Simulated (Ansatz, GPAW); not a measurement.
# Cutoff, mesh and smearing for a 4-layer slab of Na(100), part 2 of 2

How do cutoff, mesh, smearing and the dipole layer change the work function of a 4-layer slab of Na(100)?

GPAW 26.7.0 and Ansatz 0.2.0; Ansatz plane waves; slab in vacuum with a dipole correction, relaxation (the session's first sound run).

So far, upper work function (eV): step 2 (relaxing the atoms, PBE) 2.72; step 3 (the slab's potential, PBE, GPAW) 2.72.

## Step 6: Cutoff 700: ecut = 700

Level of this step: GPAW, PAW setups; slab in vacuum (GPAW).

The cutoff limits how sharply the smooth valence waves can vary, which tells mostly near the atoms.

The input, run.py:

```python
import json
import numpy as np
from ase import Atoms
from gpaw import GPAW, PW

slab = Atoms(
    ['Na', 'Na', 'Na', 'Na'],
    positions=[
        [2.11500, 2.11500, 9.00000],
        [0.00000, 0.00000, 11.11500],
        [2.11500, 2.11500, 13.23000],
        [0.00000, 0.00000, 15.34500]],
    cell=[[4.23, 0.0, 0.0], [0.0, 4.23, 0.0], [0.0, 0.0, 24.345]],
    pbc=[True, True, False])

slab.calc = GPAW(mode=PW(700), xc='PBE', kpts={'size': (8, 8, 1), 'gamma': True},
                 occupations={'name': 'fermi-dirac', 'width': 0.1}, nbands='140%',
                 convergence={'density': 1e-05}, maxiter=200,
                 poissonsolver={'dipolelayer': 'xy'},
                 symmetry={'tolerance': 1e-3}, txt='slab.txt')
result = {}
energy = slab.get_potential_energy()
fermi = slab.calc.get_fermi_level()
v = slab.calc.get_electrostatic_potential().mean((0, 1)) - fermi
n = slab.calc.get_pseudo_density().mean((0, 1))
L = slab.cell[2, 2]
z = np.arange(len(v)) * L / len(v)
low, high = slab.positions[:, 2].min(), slab.positions[:, 2].max()
below, above = np.interp([low - 6.8, high + 6.8], z, v)
slopes = [np.interp(x, z, np.gradient(v, z)) for x in (low - 6.8, high + 6.8)]
eps = np.array([[slab.calc.get_eigenvalues(k, s) for k in range(len(slab.calc.get_ibz_k_points()))]
                for s in range(slab.calc.get_number_of_spins())]) - fermi
top, bottom = eps[eps < 0].max(), eps[eps > 0].min()
dipole = slab.get_dipole_moment()[2]
print(f'energy {energy:.4f} eV, Fermi level {fermi:.4f} eV, dipole {dipole:.5f} e A')
print(f'potential 6.8 A off the faces, from the Fermi level: lower {below:.4f} eV, upper {above:.4f} eV')
print(f'slope of the potential there: lower {slopes[0]:.5f}, upper {slopes[1]:.5f} eV/A')
print(f'nearest levels on the mesh: {top:.4f} and {bottom:.4f} eV')
print('magnetic moment', round(slab.get_magnetic_moment(), 3))
result.update(energy=energy, fermi=fermi, dipole=dipole, below=below, above=above, slopes=slopes, edges=[top, bottom],
              z=z.tolist(), v=v.tolist(), n=n.tolist(), positions=slab.positions.tolist(),
              forces=slab.get_forces(apply_constraint=False).tolist(), moments=slab.get_magnetic_moments().tolist())
json.dump(result, open('result.json', 'w'))
```

Run with:

```bash
> OMP_NUM_THREADS=1 OPENBLAS_NUM_THREADS=1 python run.py
```

Log:

```text
energy -4.8131 eV, Fermi level -1.6198 eV, dipole -0.00011 e A
potential 6.8 A off the faces, from the Fermi level: lower 2.7157 eV, upper 2.7158 eV
slope of the potential there: lower -0.00011, upper 0.00011 eV/A
nearest levels on the mesh: -0.0379 and 0.0919 eV
magnetic moment 0.0
```

Wall time 52 s (1 thread of AMD EPYC 9R14 (Zen 4), shared host); peak memory 0.45 GiB.

This step gave:

```
dipole along the normal                    : -1.07e-4 e·Å
levels nearest the Fermi level on the mesh : -0.03790, 0.09185 eV from the Fermi level
```

The electrostatic potential energy of an electron (without an applied field's), less the Fermi level, planar mean oscillates, so the rows of the table below give means over windows of 1 Å about each position, cut where the curve ends. Its maxima inside the range that stand out by 2 % of the span (Å: eV): 10.1: 0.820, 12.2: 0.809, 14.3: 0.820. Its minima: 9.0: -1.79, 11.1: -1.62, 13.2: -1.62, 15.3: -1.79.

The electrostatic potential energy of an electron (without an applied field's), less the Fermi level, planar mean by z; means over each step:

| z (Å) | electrostatic potential energy of an electron (without an applied field's), less the Fermi level, planar mean (eV) |
| --- | --- |
| 0 | 2.72 |
| 1 | 2.72 |
| 2 | 2.72 |
| 3 | 2.72 |
| 4 | 2.71 |
| 5 | 2.71 |
| 6 | 2.65 |
| 7 | 2.39 |
| 8 | 1.19 |
| 9 | -1.19 |
| 10 | 0.520 |
| 11 | -0.988 |
| 12 | 0.444 |
| 13 | -0.865 |
| 14 | 0.302 |
| 15 | -0.781 |
| 16 | 0.227 |
| 17 | 2.15 |
| 18 | 2.61 |
| 19 | 2.70 |
| 20 | 2.71 |
| 21 | 2.72 |
| 22 | 2.72 |
| 23 | 2.72 |
| 24 | 2.72 |

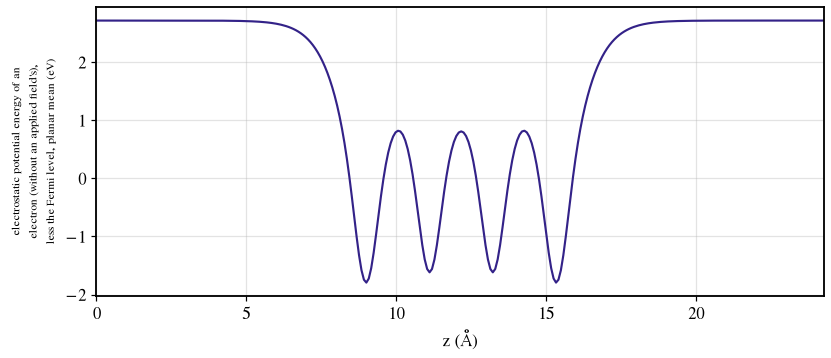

Electrostatic potential energy of an electron (without an applied field's), less the Fermi level, planar mean against z.

The pseudo valence density, planar mean oscillates, so the rows of the table below give means over windows of 2.11 Å about each position, cut where the curve ends. Its maxima inside the range that stand out by 2 % of the span (Å: e/Å³): 8.9: 0.473, 11.0: 0.475, 13.3: 0.475, 15.4: 0.473. Its minima: 10.1: 0.0354, 12.2: 0.0337, 14.3: 0.0354.

Pseudo valence density, planar mean against z; means over each step:

```csv
z (Å),"pseudo valence density, planar mean (e/Å³)"
3.17,1.1e-5
5.28,4.2e-4
7.39,0.0135
9.50,0.183
11.61,0.185
13.72,0.186
15.83,0.171
17.94,0.00246
20.05,7.9e-5
22.16,1.8e-6
```

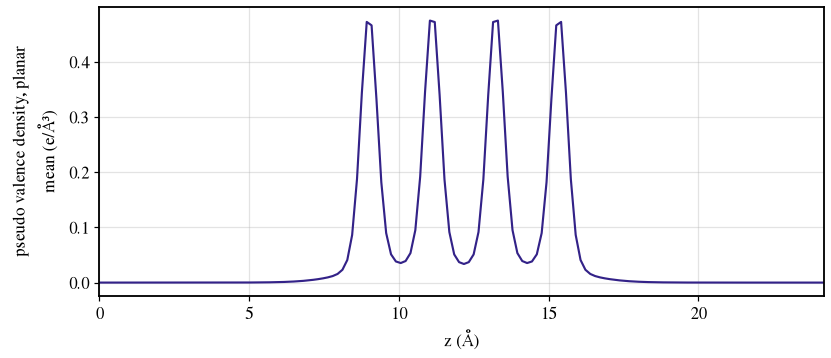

Pseudo valence density, planar mean against z.

The upper face's work function is 2.716 eV, against 2.716 eV in the first plane-wave PBE run at this geometry.

## Step 7: K mesh 3×3

The mesh in the plane samples the bands: a metal's Fermi level needs it dense, and band edges must lie on it.

Edit run.py of step 6 so:

```diff
@@ -15,3 +15,3 @@
 
-slab.calc = GPAW(mode=PW(700), xc='PBE', kpts={'size': (8, 8, 1), 'gamma': True},
+slab.calc = GPAW(mode=PW(400), xc='PBE', kpts={'size': (3, 3, 1), 'gamma': True},
                  occupations={'name': 'fermi-dirac', 'width': 0.1}, nbands='140%',
```

Log:

```text
energy -4.9334 eV, Fermi level -1.5103 eV, dipole -0.00016 e A
potential 6.8 A off the faces, from the Fermi level: lower 2.5535 eV, upper 2.5541 eV
slope of the potential there: lower -0.00009, upper 0.00009 eV/A
nearest levels on the mesh: -0.0894 and 0.3178 eV
magnetic moment 0.0
```

The job ended after 7.1 s (1 thread; peak memory 0.21 GiB).

The run finished with changed settings (kpts = [3, 3]); it serves as a test.

Side by side:

| quantity | this run | sound run | difference |
| --- | --- | --- | --- |
| upper work function (eV) | 2.5541 | 2.7161 | -0.162 |
| lower work function (eV) | 2.5535 | 2.7160 | -0.163 |

The two runs differ clearly in the lower work function: 2.55 eV against 2.72 eV.

## Step 8: K mesh 5×5

The mesh in the plane samples the bands: a metal's Fermi level needs it dense, and band edges must lie on it.

Edit run.py of step 7 so:

```diff
@@ -15,3 +15,3 @@
 
-slab.calc = GPAW(mode=PW(400), xc='PBE', kpts={'size': (3, 3, 1), 'gamma': True},
+slab.calc = GPAW(mode=PW(400), xc='PBE', kpts={'size': (5, 5, 1), 'gamma': True},
                  occupations={'name': 'fermi-dirac', 'width': 0.1}, nbands='140%',
```

Log:

```text
energy -4.7569 eV, Fermi level -1.6890 eV, dipole -0.00014 e A
potential 6.8 A off the faces, from the Fermi level: lower 2.7852 eV, upper 2.7857 eV
slope of the potential there: lower -0.00010, upper 0.00010 eV/A
nearest levels on the mesh: -0.1502 and 0.1489 eV
magnetic moment 0.0
```

Run time: 9.7 s. Hardware: 1 thread; peak memory 0.22 GiB.

The run finished with changed settings (kpts = [5, 5]); it serves as a test.

The two runs compared:

| quantity | this run | sound run | difference |
| --- | --- | --- | --- |
| upper work function (eV) | 2.7857 | 2.7161 | 0.0695 |
| lower work function (eV) | 2.7852 | 2.7160 | 0.0693 |

The two runs differ clearly in the upper work function: 2.79 eV against 2.72 eV.

## Step 9: K mesh 12×12: kpts = [12, 12]

The mesh in the plane samples the bands: a metal's Fermi level needs it dense, and band edges must lie on it.

Edit run.py of step 8 so:

```diff
@@ -15,3 +15,3 @@
 
-slab.calc = GPAW(mode=PW(400), xc='PBE', kpts={'size': (5, 5, 1), 'gamma': True},
+slab.calc = GPAW(mode=PW(400), xc='PBE', kpts={'size': (12, 12, 1), 'gamma': True},
                  occupations={'name': 'fermi-dirac', 'width': 0.1}, nbands='140%',
```

Log:

```text
energy -4.7832 eV, Fermi level -1.6310 eV, dipole -0.00013 e A
potential 6.8 A off the faces, from the Fermi level: lower 2.7227 eV, upper 2.7230 eV
slope of the potential there: lower -0.00011, upper 0.00011 eV/A
nearest levels on the mesh: -0.0225 and 0.0116 eV
magnetic moment 0.0
```

Elapsed: 29 s, on 1 thread; peak memory 0.31 GiB.

This step gave:

| Property | Result |
| --- | --- |
| dipole along the normal | -1.35e-4 e·Å |
| levels nearest the Fermi level on the mesh | -0.02253, 0.01160 eV from the Fermi level |
| upper work function | 2.723 eV |
| lower work function | 2.723 eV |

The electrostatic potential energy of an electron (without an applied field's), less the Fermi level, planar mean oscillates, so the rows of the table below give means over windows of 1 Å about each position, cut where the curve ends. Its maxima inside the range that stand out by 2 % of the span (Å: eV): 10.0: 0.839, 12.2: 0.820, 14.3: 0.839. Its minima: 9.0: -1.77, 11.2: -1.59, 13.2: -1.59, 15.3: -1.77.

Electrostatic potential energy of an electron (without an applied field's), less the Fermi level, planar mean against z; means over each step:

| z (Å) | electrostatic potential energy of an electron (without an applied field's), less the Fermi level, planar mean (eV) |
| --- | --- |
| 0 | 2.72 |
| 1 | 2.72 |
| 2 | 2.72 |
| 3 | 2.72 |
| 4 | 2.72 |
| 5 | 2.71 |
| 6 | 2.66 |
| 7 | 2.40 |
| 8 | 1.20 |
| 9 | -1.16 |
| 10 | 0.534 |
| 11 | -0.965 |
| 12 | 0.450 |
| 13 | -0.848 |
| 14 | 0.324 |
| 15 | -0.757 |
| 16 | 0.241 |
| 17 | 2.16 |
| 18 | 2.61 |
| 19 | 2.70 |
| 20 | 2.72 |
| 21 | 2.72 |
| 22 | 2.72 |
| 23 | 2.72 |
| 24 | 2.72 |

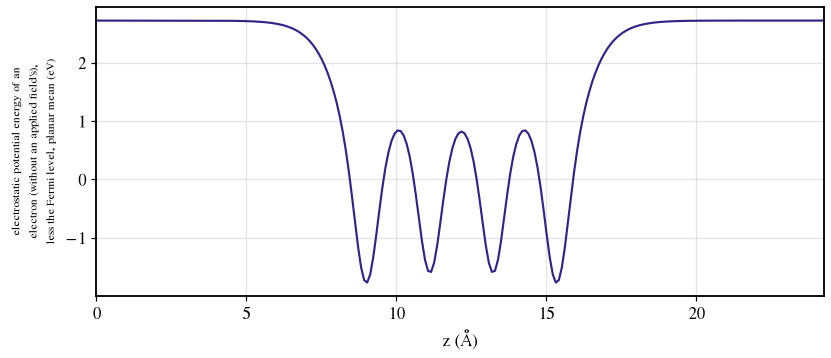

Electrostatic potential energy of an electron (without an applied field's), less the Fermi level, planar mean against z.

The upper face's work function is 2.723 eV, against 2.716 eV in the first plane-wave PBE run at this geometry.

## Step 10: Scheme Fermi-Dirac, smearing 0.01

Smearing changes the occupations near the Fermi level, and with them the level itself. Smearing helps the SCF of a metal converge, but it blurs occupations at band edges near the Fermi level.

Edit run.py of step 9 so:

```diff
@@ -15,4 +15,4 @@
 
-slab.calc = GPAW(mode=PW(400), xc='PBE', kpts={'size': (12, 12, 1), 'gamma': True},
-                 occupations={'name': 'fermi-dirac', 'width': 0.1}, nbands='140%',
+slab.calc = GPAW(mode=PW(400), xc='PBE', kpts={'size': (8, 8, 1), 'gamma': True},
+                 occupations={'name': 'fermi-dirac', 'width': 0.01}, nbands='140%',
                  convergence={'density': 1e-05}, maxiter=200,
```

Log:

```text
energy -4.8109 eV, Fermi level -1.5551 eV, dipole -0.00012 e A
potential 6.8 A off the faces, from the Fermi level: lower 2.6586 eV, upper 2.6587 eV
slope of the potential there: lower -0.00011, upper 0.00011 eV/A
nearest levels on the mesh: -0.1103 and 0.0195 eV
magnetic moment 0.0
```

It took 18 s on 1 thread; peak memory 0.26 GiB.

This step gave:

```
dipole along the normal                    : -1.16e-4 e·Å
levels nearest the Fermi level on the mesh : -0.1103, 0.01948 eV from the Fermi level
upper work function                        : 2.659 eV
lower work function                        : 2.659 eV
```

The electrostatic potential energy of an electron (without an applied field's), less the Fermi level, planar mean oscillates, so the rows of the table below give means over windows of 2.5 Å about each position, cut where the curve ends. Its maxima inside the range that stand out by 2 % of the span (Å: eV): 10.0: 0.730, 12.2: 0.743, 14.3: 0.730. Its minima: 9.0: -1.87, 11.2: -1.68, 13.2: -1.68, 15.3: -1.87.

The electrostatic potential energy of an electron (without an applied field's), less the Fermi level, planar mean by z; means over each step:

```
z (Å)  electrostatic potential energy of an electron (without an applied field's), less the Fermi level, planar mean (eV)
  0.0                                                                                                                2.66
  2.5                                                                                                                2.66
  5.0                                                                                                                2.64
  7.5                                                                                                                1.55
 10.0                                                                                                              -0.561
 12.5                                                                                                              -0.402
 15.0                                                                                                              -0.264
 17.5                                                                                                                2.25
 20.0                                                                                                                2.65
 22.5                                                                                                                2.66
```

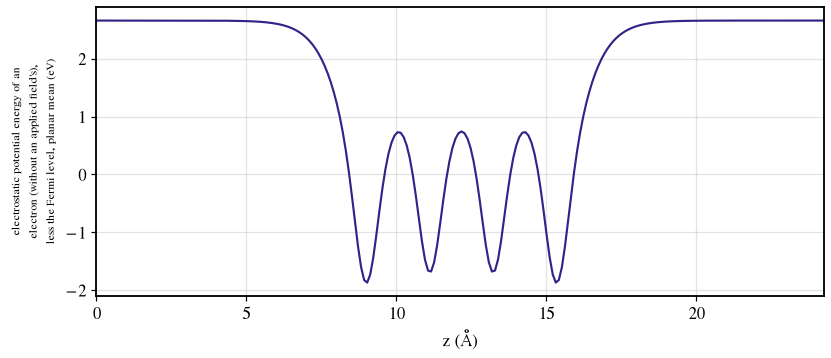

Electrostatic potential energy of an electron (without an applied field's), less the Fermi level, planar mean, plotted against z.

The upper face's work function is 2.659 eV, against 2.716 eV in the first plane-wave PBE run at this geometry.

## Step 11: The ladder

Times are for 1 thread of AMD EPYC 9R14 (Zen 4), shared host. The runs compared:

| no. | run | upper work function (eV) | time | memory (GiB) |
| --- | --- | --- | --- | --- |
| 1 | pw | 2.716 | 17 s | 0.26 |
| 2 | cutoff 700 | 2.716 | 52 s | 0.45 |
| 3 | k mesh 12×12 | 2.723 | 29 s | 0.31 |
| 4 | scheme Fermi-Dirac, smearing 0.01 | 2.659 | 18 s | 0.26 |

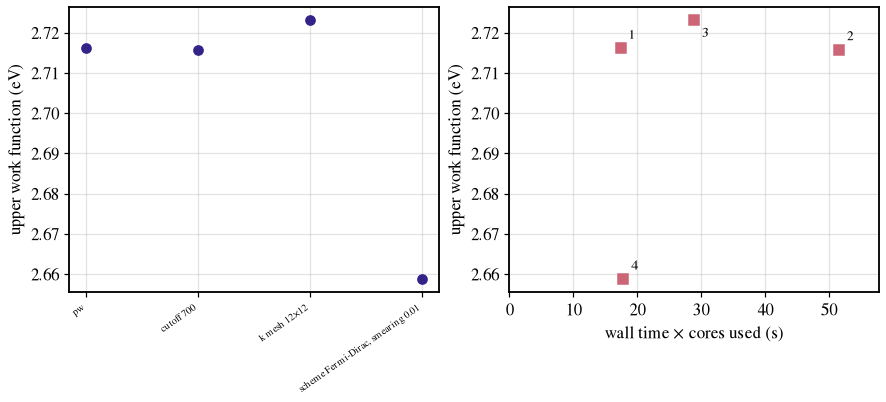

The series as plots; the last panel sets the first result against cost, with the runs numbered as in the table.

## Step 12: Without the dipole layer

The dipole layer is taken out and the cell repeats along the normal.

Edit run.py of step 10 so:

```diff
@@ -13,8 +13,7 @@
     cell=[[4.23, 0.0, 0.0], [0.0, 4.23, 0.0], [0.0, 0.0, 24.345]],
-    pbc=[True, True, False])
+    pbc=[True, True, True])
 
 slab.calc = GPAW(mode=PW(400), xc='PBE', kpts={'size': (8, 8, 1), 'gamma': True},
-                 occupations={'name': 'fermi-dirac', 'width': 0.01}, nbands='140%',
+                 occupations={'name': 'fermi-dirac', 'width': 0.1}, nbands='140%',
                  convergence={'density': 1e-05}, maxiter=200,
-                 poissonsolver={'dipolelayer': 'xy'},
                  symmetry={'tolerance': 1e-3}, txt='slab.txt')
```

Log:

```text
energy -4.8084 eV, Fermi level -1.6199 eV, dipole -0.00010 e A
potential 6.8 A off the faces, from the Fermi level: lower 2.7160 eV, upper 2.7160 eV
slope of the potential there: lower -0.00011, upper 0.00011 eV/A
nearest levels on the mesh: -0.0380 and 0.0918 eV
magnetic moment 0.0
```

Wall time 17 s (1 thread); peak memory 0.26 GiB.

The run finished with changed settings (dipole = false and pbc_z = true); it serves as a test.

The two runs compared:

```csv
quantity,this run,sound run,difference
upper work function (eV),2.7160,2.7161,-9.9e-5
lower work function (eV),2.7160,2.7160,8.4e-5
```

## Step 13: Side by side

Results and costs are gathered.

This step: comparison of work functions, dipole and cost (GPAW 26.7.0).

Ladder, by row:

```
   step  code  work function, upper (eV)  work function, lower (eV)  dipole (e Å)  wall time (s)  peak memory (GiB)  threads
     pw  GPAW                      2.716                      2.716      -1.16e-4          17.45               0.26        1
ecut200  GPAW                      2.718                      2.719      -7.66e-5           7.18               0.16        1
ecut300  GPAW                      2.718                      2.718      -8.48e-5          14.34               0.21        1
ecut700  GPAW                      2.716                      2.716      -1.07e-4          51.59               0.45        1
     k3  GPAW                      2.554                      2.553      -1.58e-4           7.13               0.21        1
     k5  GPAW                      2.786                      2.785      -1.41e-4           9.69               0.22        1
    k12  GPAW                      2.723                      2.723      -1.35e-4          28.92               0.31        1
  smear  GPAW                      2.659                      2.659      -1.16e-4          17.79               0.26        1
  nodip  GPAW                      2.716                      2.716      -9.82e-5          17.32               0.26        1
```

## Step 14: Results

| Item | Value |
| --- | --- |
| work function, both faces | 2.72 eV |
| dipole along the normal | -1.2e-4 e Å, near the numerical noise |

**Reading.** With plane waves and PBE the work function is 2.72 eV on the upper face and 2.72 eV on the lower. The other smearing (Fermi-Dirac of 0.01 eV in place of Fermi-Dirac of 0.1) moves the two faces by -0.057 and -0.057 eV on the same mesh; a mesh is converged only for its smearing. Over the sound runs of the table the upper face's work function spans 2.659 (smear) to 2.723 eV (k12). The slab is only 6.3 Å thick between its outer nuclei, so the values belong to this film more than to the surface of the bulk metal. The in-plane lattice was kept as typed, which isn't the functional's own and leaves some strain; spin-orbit coupling and temperature are left out.

[Logs are printed without paths, hosts, clocks, repeated set-up lines and the standing remarks that a program may print on its own settings, such as how far it seeks lower states.]

[Hosts, paths, dates, database ids (printed as entryN), source tags and the programs' standing remarks are cut or masked in the printed files.]
